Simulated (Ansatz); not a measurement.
**C₃H₄OSi: reading failed and doubtful runs**

3 inputs were typed for C₃H₄OSi. Each is run as it stands; the log then has to tell whether the result can be used.

Computed with Ansatz 0.2.0, Gaussian basis. Level: the settings change from run to run.

## (1) The molecule

An earlier PBE0-D4 in a triple-zeta def2 set relaxation fixed the geometry.

SMILES `C#C[SiH2]C=O`, 9 atoms, charge 0, spin multiplicity 1.

Atoms are counted from 1 here; the program's logs count them from 0.

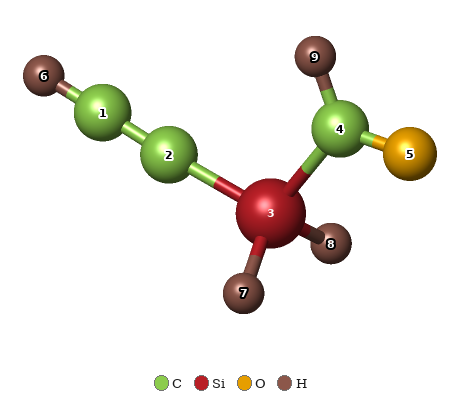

The geometry (carbon green, silicon red, oxygen amber, hydrogen brown); atoms are numbered from 1 in the order of the file.

Geometry (Å):

```xyz
9

C     2.09236    0.07050    1.31864
C     1.22834   -0.20647    0.52379
Si   -0.12379   -0.56138   -0.64170
C    -1.58885    0.64906   -0.29943
O    -2.58558    0.60071   -0.97225
H     2.86060    0.30987    2.01836
H     0.32958   -0.35605   -2.03749
H    -0.61598   -1.94663   -0.45349
H    -1.50809    1.39408    0.52657
```

## (2) Attempt 1

in.yaml

```yaml
crystal:
  periodic: [false, false, false]
  atoms:
    - {symbol: C, position_ang: [2.126862, 0.133448, 1.466647]}
    - {symbol: C, position_ang: [1.309778, -0.126052, 0.348002]}
    - {symbol: Si, position_ang: [-0.209622, -0.651936, -0.882063]}
    - {symbol: C, position_ang: [-1.443499, 0.618343, -0.344474]}
    - {symbol: O, position_ang: [-2.612077, 0.548343, -0.885794]}
    - {symbol: H, position_ang: [2.926798, 0.271757, 2.049461]}
    - {symbol: H, position_ang: [0.341026, -0.345167, -2.158119]}
    - {symbol: H, position_ang: [-0.664967, -1.801252, -0.432260]}
    - {symbol: H, position_ang: [-1.537815, 1.291299, 0.637708]}
basis:
  gaussian: {orbitals: aug-cc-pVDZ}
hamiltonian: {xc: {name: wB97X-V}}
relax: {f_tol: 0.0001, max_steps: 3}
output: {forces: true}
```

On the command line:

```
$ ansatz run in.yaml --threads 2 --pin off --events-out ev --progress --plain --max-ram 4352MiB
```

Standard output:

```text
Functional definition: wB97X-V
  name "wB97X-V"
  cite "Mardirossian & Head-Gordon, Phys. Chem. Chem. Phys. 16, 9904 (2014) doi:10.1039/C3CP54374A"
  cite "Becke, J. Chem. Phys. 107, 8554 (1997) doi:10.1063/1.475007"
  cite "Vydrov & Van Voorhis, J. Chem. Phys. 133, 244103 (2010) doi:10.1063/1.3521275"
  parameter omega = 0.3/bohr
  parameter cx = 0.167
  parameter cx1 = 0.603
  parameter cx2 = 1.194
  parameter css0 = 0.556
  parameter css1 = -0.257
  parameter cos0 = 1.219
  parameter cos1 = -1.850
  parameter b = 6.0
  parameter c = 0.01
  exchange = spin_sum(e_x_unif_sr(omega)*poly(b97_u_x, 1 - cx, cx1, cx2)) + cx*exact_x_sr(omega) + exact_x_lr(omega)
  correlation = spin_sum(e_c_pw_same_spin*poly(b97_u_same, css0, css1))
      + integral(e_c_pw_opposite_spin*poly(b97_u_opposite, cos0, cos1)) + vv10(b, c)
1647 factors; integrals over basis functions are off by at most 2.8e-4 eV
720 factors; integrals over basis functions are off by at most 3.3e-7 eV
mean field evaluation 1: about -13088.3489 eV, gradient 4.4e1 eV
mean field evaluation 2: about -13086.2389 eV, gradient 6.0e1 eV
mean field evaluation 4: about -13092.8667 eV, gradient 2.8e0 eV
mean field evaluation 8: about -13092.8946 eV, gradient 2.7e-1 eV
mean field evaluation 16: about -13092.8950 eV, gradient 1.5e-4 eV
mean field -13092.89497011 eV, -481.1550154685 hartree, gradient 1.7e-5 eV, S^2 0.000000; 0 other end points of the search recorded, 0 dependent functions left out
the calculation of the forces begins
reference -13092.89496608 eV, -481.1550153205 hartree; 22, 22 occupied and 133, 133 virtual orbitals, 1647 factors
relax step   1: F+E_penalty+E_count = -13092.89497011 eV  Δ(F+E_penalty+E_count) = +0.000e0 eV  max|allowed force component| = 1.190e1 eV/Å  Δτ_max = 0.0000 Å  (34 SCF iters, accepted)
these checks for a lower state are left out or cut short: starts, cluster_reference, orbital_swaps, neighbouring_geometries, increment
1647 factors; integrals over basis functions are off by at most 2.9e-4 eV
720 factors; integrals over basis functions are off by at most 3.3e-7 eV
mean field -13095.27416649 eV, -481.2424493230 hartree, gradient 1.7e-5 eV, S^2 0.000000; 0 other end points of the search recorded, 0 dependent functions left out
the calculation of the forces begins
reference -13095.27416248 eV, -481.2424491757 hartree; 22, 22 occupied and 133, 133 virtual orbitals, 1647 factors
relax step   2: F+E_penalty+E_count = -13095.27416649 eV  Δ(F+E_penalty+E_count) = -2.379e0 eV  max|allowed force component| = 3.458e0 eV/Å  Δτ_max = 0.1958 Å  (42 SCF iters, accepted)
these checks for a lower state are left out or cut short: starts, cluster_reference, orbital_swaps, neighbouring_geometries, increment
1647 factors; integrals over basis functions are off by at most 3.0e-4 eV
720 factors; integrals over basis functions are off by at most 3.3e-7 eV
mean field evaluation 32: about -13095.2912 eV, gradient 8.0e-2 eV
mean field -13095.29121941 eV, -481.2430760061 hartree, gradient 1.6e-5 eV, S^2 0.000000; 0 other end points of the search recorded, 0 dependent functions left out
the calculation of the forces begins
reference -13095.29121536 eV, -481.2430758572 hartree; 22, 22 occupied and 133, 133 virtual orbitals, 1647 factors
relax step   3: F+E_penalty+E_count = -13095.29121941 eV  Δ(F+E_penalty+E_count) = -1.705e-2 eV  max|allowed force component| = 5.481e0 eV/Å  Δτ_max = 0.1928 Å  (43 SCF iters, accepted)
Error: geometry relaxation did not converge after 3 steps: max|allowed force component| = 5.48e0 eV/Å (threshold 1.0e-4). Raise `relax.max_steps` over both its present limit and 3, loosen `relax.f_tol`, or start from a geometry closer to equilibrium. Where this run's directory can be resumed (`checkpoint.write`), a resume goes on for up to `relax.max_steps` more
```

It took 47 s on 2 threads of Arm Neoverse V1, shared host; peak memory 0.64 GiB.

Diagnosis: It stopped unconverged. The relaxation is allowed too few steps for its threshold. The start was also shaken off the relaxed geometry, so there is far to go. Cure: raise relax.max_steps.

## (3) Attempt 2

in.yaml

```yaml
crystal:
  periodic: [false, false, false]
  atoms:
    - {symbol: C, position_ang: [2.092363, 0.070505, 1.318642]}
    - {symbol: C, position_ang: [1.228340, -0.206472, 0.523793]}
    - {symbol: Si, position_ang: [-0.123793, -0.561377, -0.641704]}
    - {symbol: C, position_ang: [-1.588848, 0.649064, -0.299427]}
    - {symbol: O, position_ang: [-2.585576, 0.600715, -0.972250]}
    - {symbol: H, position_ang: [2.860601, 0.309867, 2.018357]}
    - {symbol: H, position_ang: [0.329582, -0.356052, -2.037487]}
    - {symbol: H, position_ang: [-0.615976, -1.946627, -0.453491]}
    - {symbol: H, position_ang: [-1.508091, 1.394077, 0.526568]}
basis:
  gaussian: {orbitals: def2-SVP}
hamiltonian: {xc: {name: revPBE0}, dispersion: d4, pseudopotentials: {relativity: scalar}}
scf: {max_iter: 3}
```

Same command.

Standard output:

```text
Error: invalid value for `basis.gaussian`: such a run doesn't read scf.max_iter; remove what it names
```

Wall time 0.05 s (2 threads of Arm Neoverse V1, shared host).

What is wrong: The program refused the input. The input holds a key that doesn't belong there. Cure: remove the key, or spell it as the input reference has it.

## (4) Attempt 3

in.yaml

```yaml
crystal:
  periodic: [false, false, false]
  atoms:
    - {symbol: C, position_ang: [2.092363, 0.070505, 1.318642]}
    - {symbol: C, position_ang: [1.228340, -0.206472, 0.523793]}
    - {symbol: Si, position_ang: [-0.123793, -0.561377, -0.641704]}
    - {symbol: C, position_ang: [-1.588848, 0.649064, -0.299427]}
    - {symbol: O, position_ang: [-2.585576, 0.600715, -0.972250]}
    - {symbol: H, position_ang: [2.860601, 0.309867, 2.018357]}
    - {symbol: H, position_ang: [0.329582, -0.356052, -2.037487]}
    - {symbol: H, position_ang: [-0.615976, -1.946627, -0.453491]}
    - {symbol: H, position_ang: [-1.508091, 1.394077, 0.526568]}
basis:
  gaussian: {orbitals: LANL2DZ, final_grid: {core_spheres: 5, valence_spheres: 4, degree: 11}}
hamiltonian: {xc: {name: wPBEh}}
scf: {lower_state_search: off}
output: {forces: true}
```

Same command.

Standard output:

```text
Error: <dir> can't be read: No such file or directory (os error 2)
```

Wall time 0.05 s (2 threads of Arm Neoverse V1, shared host).

What is wrong: The program refused the input before any cycle. Its message: «<dir> can't be read: No such file or directory (os error 2)» The program finds no basis under the name given. The cure: name a listed orbital basis.

## (5) Summary

| attempt | level | ended | cause | time |
| --- | --- | --- | --- | --- |
| 1 | wB97X-V/aug-cc-pVDZ | not converged | the relaxation is allowed too few steps for its threshold | 47 s |
| 2 | revPBE0/def2-SVP | refused | the input holds a key that doesn't belong there | 0.05 s |
| 3 | wPBEh/LANL2DZ | refused | the program finds no basis under the name given | 0.05 s |

In words: 1 not converged, 2 refused. A refusal costs next to no computing time.
